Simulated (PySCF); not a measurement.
# Spin–spin coupling calculation of GaH₁₂O₆ (charge +3)

The run: spin–spin coupling calculation of GaH₁₂O₆, charge +3. Method and program: PBE/pcJ-1 Ga:pcSseg-1 indirect spin-spin coupling, non-relativistic, gas phase (PySCF 2.14.0).

The geometry comes from this level: PBE0-D3(BJ)/def2-SVP. It belongs to a series of runs on one base structure; here: ligand: H2O.

Figures and captions count atoms from 1; the log counts them from 0 in places.

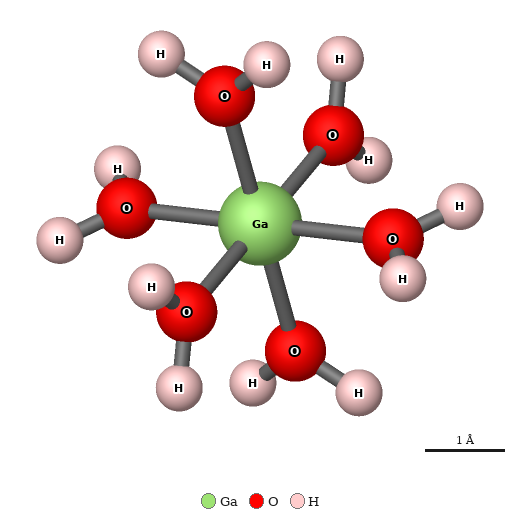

Fig. 1: The structure (ball-and-stick view, seen at a tilt). Sticks mark near contacts.

**Summary**

```json
{"quantity": "outcome", "value": "converged"}
{"quantity": "total energy", "value": "−2381.462027 hartree"}
{"quantity": "HOMO", "value": "−22.08 eV"}
{"quantity": "LUMO", "value": "−14.96 eV"}
{"quantity": "hardware", "value": "1 CPU thread, shared host"}
{"quantity": "wall time", "value": "60 s"}
{"quantity": "peak memory", "value": "1.7 GiB"}
```

**Remarks**

Spin–orbit coupling is left out, which matters for the heavy atoms. A multiply charged ion in the gas phase: its levels are not those in solution or in a crystal.

**The input**
```
{"job": {"kind": "j", "xc": "PBE", "basis": "pcJ-1"}, "charge": 3, "multiplicity": 1}
Ga    -0.000626    -0.000259    -0.000109
O     -0.022849     0.111056     1.989965
H     -0.097824     0.930337     2.516832
H      0.036827    -0.637942     2.614277
O      0.022289    -0.110916    -1.990284
H      0.107178    -0.929267    -2.517145
H     -0.046262     0.637296    -2.614656
O      1.987710     0.152067     0.012689
H      2.554593     0.245727     0.802761
H      2.570266     0.149173    -0.771522
O     -1.988465    -0.153809    -0.012879
H     -2.569327    -0.152896     0.772549
H     -2.558039    -0.240403    -0.801739
O     -0.154490     1.984891    -0.102222
H      0.588097     2.619035    -0.127379
H     -0.983244     2.498275    -0.163399
O      0.155383    -1.984990     0.102412
H     -0.586035    -2.620703     0.121781
H      0.984830    -2.496660     0.168077
```

The first line tells a small driver script what to run in PySCF; the rest is the geometry in Å.

**Output**
```
coarse grid: 68160 points
cycle   1  E = -2381.0148360595  dE =  1.413e+00  |g| = 1.937e+00  |ddm| = 3.347e+00
cycle   2  E = -2380.0931625776  dE =  9.217e-01  |g| = 3.117e+00  |ddm| = 2.276e+00
cycle   3  E = -2381.4543872065  dE = -1.361e+00  |g| = 2.212e-01  |ddm| = 1.597e+00
cycle   4  E = -2381.4604447643  dE = -6.058e-03  |g| = 1.246e-01  |ddm| = 1.312e-01
cycle   5  E = -2381.4618752357  dE = -1.430e-03  |g| = 1.034e-02  |ddm| = 5.035e-02
cycle   6  E = -2381.4618940222  dE = -1.879e-05  |g| = 2.135e-03  |ddm| = 1.027e-02
cycle   7  E = -2381.4618950455  dE = -1.023e-06  |g| = 2.689e-04  |ddm| = 2.339e-03
final grid: 145008 points
cycle   8  E = -2381.4620265565  dE = -3.442e-07  |g| = 4.247e-04  |ddm| = 4.007e-03
cycle   9  E = -2381.4620265164  dE =  4.011e-08  |g| = 7.302e-04  |ddm| = 7.267e-04
cycle  10  E = -2381.4620265848  dE = -6.843e-08  |g| = 6.493e-05  |ddm| = 3.797e-04
cycle  11  E = -2381.4620265856  dE = -8.185e-10  |g| = 2.885e-05  |ddm| = 6.506e-05
```

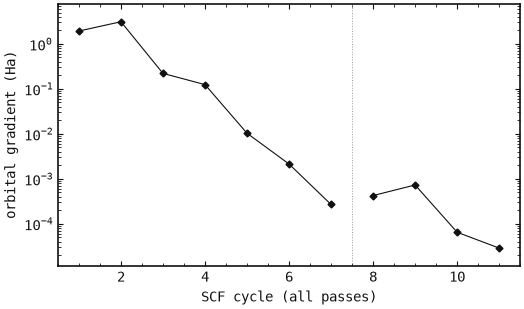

Fig. 2: Convergence of the self-consistent field: orbital gradient against the SCF cycle. The dotted line marks the change from a coarse to the final integration grid. The first 7 cycles use a coarse grid, the final grid takes over at cycle 8, and the field converges after 11 cycles in all.

```
converged SCF energy = -2381.4620265856

Indirect spin-spin couplings (Hz)
  i      j    bonds     total        FC       PSO       DSO        SD
  1 O    2 H    1   -105.652   -97.505    -7.636    -0.511         -
  1 O    3 H    1   -105.844   -97.702    -7.634    -0.509         -
  1 O    5 H    3      0.313     0.064    -0.141     0.390         -
  1 O    6 H    3      0.313     0.065    -0.142     0.390         -
  1 O    8 H    3      0.171     0.206     0.141    -0.176         -
  1 O    9 H    3     -3.172    -3.284    -0.218     0.329         -
  1 O   11 H    3      0.174     0.210     0.142    -0.178         -
  1 O   12 H    3     -3.159    -3.271    -0.218     0.329         -
  1 O   14 H    3     -0.339    -0.353    -0.081     0.095         -
  1 O   15 H    3     -0.402    -0.419    -0.086     0.103         -
  1 O   17 H    3     -0.310    -0.327    -0.081     0.098         -
  1 O   18 H    3     -0.248    -0.260    -0.076     0.087         -
  2 H    3 H    2     -4.556    -5.623     6.575    -5.508         -
  2 H    4 O    3      0.313     0.064    -0.141     0.390         -
  2 H    5 H    4     -1.072    -0.006     1.601    -2.667         -
  2 H    6 H    4     -0.904    -0.002     1.201    -2.102         -
  2 H    7 O    3     -0.334    -0.350    -0.082     0.098         -
  2 H    8 H    4      0.166    -0.007    -0.016     0.190         -
  2 H    9 H    4     -0.327     0.093     1.934    -2.355         -
  2 H   10 O    3     -0.294    -0.307    -0.079     0.092         -
  2 H   11 H    4      0.178    -0.006    -0.059     0.243         -
  2 H   12 H    4     -0.330     0.082     1.924    -2.336         -
  2 H   13 O    3      0.174     0.212     0.146    -0.183         -
  2 H   14 H    4      0.176    -0.008    -0.037     0.221         -
  2 H   15 H    4      0.164    -0.010     0.012     0.162         -
  2 H   16 O    3     -3.005    -3.118    -0.217     0.330         -
  2 H   17 H    4     -0.335     0.088     1.926    -2.350         -
  2 H   18 H    4     -0.350     0.061     1.918    -2.330         -
  3 H    4 O    3      0.313     0.065    -0.142     0.390         -
  3 H    5 H    4     -0.904    -0.002     1.201    -2.102         -
  3 H    6 H    4     -1.064    -0.006     1.603    -2.660         -
  3 H    7 O    3     -0.325    -0.339    -0.080     0.095         -
  3 H    8 H    4      0.171    -0.007    -0.035     0.213         -
  3 H    9 H    4     -0.324     0.090     1.927    -2.341         -
  3 H   10 O    3     -0.336    -0.351    -0.083     0.098         -
  3 H   11 H    4      0.167    -0.008    -0.017     0.192         -
  3 H   12 H    4     -0.319     0.097     1.936    -2.352         -
  3 H   13 O    3     -3.273    -3.384    -0.218     0.328         -
  3 H   14 H    4     -0.312     0.097     1.931    -2.341         -
  3 H   15 H    4     -0.302     0.117     1.951    -2.370         -
  3 H   16 O    3      0.173     0.207     0.137    -0.171         -
  3 H   17 H    4      0.159    -0.007     0.002     0.164         -
  3 H   18 H    4      0.181    -0.004    -0.093     0.278         -
  4 O    5 H    1   -105.630   -97.482    -7.637    -0.511         -
  4 O    6 H    1   -105.847   -97.703    -7.635    -0.509         -
  4 O    8 H    3     -3.150    -3.262    -0.218     0.329         -
  4 O    9 H    3      0.173     0.209     0.142    -0.177         -
  4 O   11 H    3     -3.168    -3.280    -0.217     0.330         -
  4 O   12 H    3      0.171     0.206     0.140    -0.174         -
  4 O   14 H    3     -0.298    -0.314    -0.080     0.096         -
  4 O   15 H    3     -0.255    -0.267    -0.077     0.089         -
  4 O   17 H    3     -0.327    -0.341    -0.079     0.093         -
  4 O   18 H    3     -0.408    -0.425    -0.087     0.105         -
  5 H    6 H    2     -4.557    -5.624     6.575    -5.508         -
  5 H    7 O    3     -0.273    -0.285    -0.077     0.089         -
  5 H    8 H    4     -0.338     0.071     1.924    -2.333         -
  5 H    9 H    4      0.183    -0.006    -0.085     0.273         -
  5 H   10 O    3     -0.352    -0.370    -0.083     0.101         -
  5 H   11 H    4     -0.323     0.101     1.938    -2.363         -
  5 H   12 H    4      0.158    -0.008     0.018     0.148         -
  5 H   13 O    3     -3.001    -3.114    -0.217     0.330         -
  5 H   14 H    4     -0.335     0.085     1.917    -2.337         -
  5 H   15 H    4     -0.352     0.063     1.926    -2.340         -
  5 H   16 O    3      0.174     0.211     0.145    -0.182         -
  5 H   17 H    4      0.177    -0.007    -0.040     0.225         -
  5 H   18 H    4      0.163    -0.010     0.013     0.160         -
  6 H    7 O    3     -0.356    -0.373    -0.085     0.101         -
  6 H    8 H    4     -0.314     0.106     1.936    -2.356         -
  6 H    9 H    4      0.161    -0.009     0.011     0.159         -
  6 H   10 O    3     -0.311    -0.324    -0.079     0.092         -
  6 H   11 H    4     -0.329     0.082     1.925    -2.336         -
  6 H   12 H    4      0.176    -0.006    -0.059     0.241         -
  6 H   13 O    3      0.173     0.206     0.137    -0.171         -
  6 H   14 H    4      0.160    -0.006    -0.003     0.170         -
  6 H   15 H    4      0.179    -0.005    -0.091     0.275         -
  6 H   16 O    3     -3.266    -3.376    -0.218     0.328         -
  6 H   17 H    4     -0.312     0.094     1.923    -2.330         -
  6 H   18 H    4     -0.303     0.118     1.957    -2.379         -
  7 O    8 H    1   -105.691   -97.542    -7.640    -0.509         -
  7 O    9 H    1   -105.734   -97.590    -7.634    -0.510         -
  7 O   11 H    3      0.313     0.064    -0.141     0.390         -
  7 O   12 H    3      0.313     0.065    -0.142     0.390         -
  7 O   14 H    3      0.179     0.214     0.142    -0.177         -
  7 O   15 H    3     -3.083    -3.195    -0.217     0.329         -
  7 O   17 H    3     -3.145    -3.257    -0.218     0.329         -
  7 O   18 H    3      0.172     0.207     0.141    -0.177         -
  8 H    9 H    2     -4.530    -5.597     6.581    -5.515         -
  8 H   10 O    3      0.313     0.065    -0.142     0.390         -
  8 H   11 H    4     -0.904    -0.002     1.199    -2.100         -
  8 H   12 H    4     -1.065    -0.006     1.601    -2.661         -
  8 H   13 O    3     -0.294    -0.308    -0.079     0.093         -
  8 H   14 H    4      0.174    -0.007    -0.053     0.234         -
  8 H   15 H    4     -0.337     0.078     1.939    -2.354         -
  8 H   16 O    3     -0.354    -0.369    -0.084     0.098         -
  8 H   17 H    4     -0.321     0.097     1.941    -2.358         -
  8 H   18 H    4      0.172    -0.007    -0.038     0.217         -
  9 H   10 O    3      0.313     0.065    -0.141     0.390         -
  9 H   11 H    4     -1.069    -0.006     1.601    -2.663         -
  9 H   12 H    4     -0.903    -0.002     1.201    -2.102         -
  9 H   13 O    3     -0.332    -0.348    -0.082     0.098         -
  9 H   14 H    4      0.167    -0.007    -0.015     0.189         -
  9 H   15 H    4     -0.317     0.099     1.916    -2.332         -
  9 H   16 O    3     -0.309    -0.323    -0.078     0.093         -
  9 H   17 H    4     -0.326     0.086     1.927    -2.338         -
  9 H   18 H    4      0.169    -0.007    -0.017     0.193         -
 10 O   11 H    1   -105.608   -97.460    -7.639    -0.510         -
 10 O   12 H    1   -105.796   -97.651    -7.636    -0.509         -
 10 O   14 H    3     -3.117    -3.228    -0.218     0.329         -
 10 O   15 H    3      0.170     0.206     0.140    -0.176         -
 10 O   17 H    3      0.180     0.215     0.142    -0.176         -
 10 O   18 H    3     -3.092    -3.204    -0.217     0.329         -
 11 H   12 H    2     -4.579    -5.645     6.574    -5.508         -
 11 H   13 O    3     -0.306    -0.321    -0.078     0.093         -
 11 H   14 H    4     -0.331     0.083     1.929    -2.343         -
 11 H   15 H    4      0.167    -0.007    -0.015     0.189         -
 11 H   16 O    3     -0.324    -0.340    -0.081     0.097         -
 11 H   17 H    4      0.166    -0.007    -0.013     0.186         -
 11 H   18 H    4     -0.318     0.097     1.912    -2.328         -
 12 H   13 O    3     -0.338    -0.352    -0.083     0.097         -
 12 H   14 H    4     -0.323     0.093     1.934    -2.350         -
 12 H   15 H    4      0.173    -0.006    -0.046     0.226         -
 12 H   16 O    3     -0.322    -0.337    -0.081     0.096         -
 12 H   17 H    4      0.169    -0.008    -0.037     0.215         -
 12 H   18 H    4     -0.333     0.086     1.946    -2.365         -
 13 O   14 H    1   -105.645   -97.496    -7.640    -0.510         -
 13 O   15 H    1   -105.776   -97.625    -7.642    -0.509         -
 13 O   17 H    3      0.313     0.064    -0.142     0.390         -
 13 O   18 H    3      0.313     0.065    -0.142     0.390         -
 14 H   15 H    2     -4.606    -5.672     6.570    -5.503         -
 14 H   16 O    3      0.313     0.064    -0.141     0.390         -
 14 H   17 H    4     -1.068    -0.006     1.601    -2.664         -
 14 H   18 H    4     -0.903    -0.002     1.200    -2.101         -
 15 H   16 O    3      0.313     0.065    -0.142     0.390         -
 15 H   17 H    4     -0.904    -0.002     1.202    -2.104         -
 15 H   18 H    4     -1.066    -0.006     1.602    -2.663         -
 16 O   17 H    1   -105.674   -97.528    -7.637    -0.510         -
 16 O   18 H    1   -105.799   -97.648    -7.641    -0.510         -
 17 H   18 H    2     -4.599    -5.666     6.571    -5.504         -
```
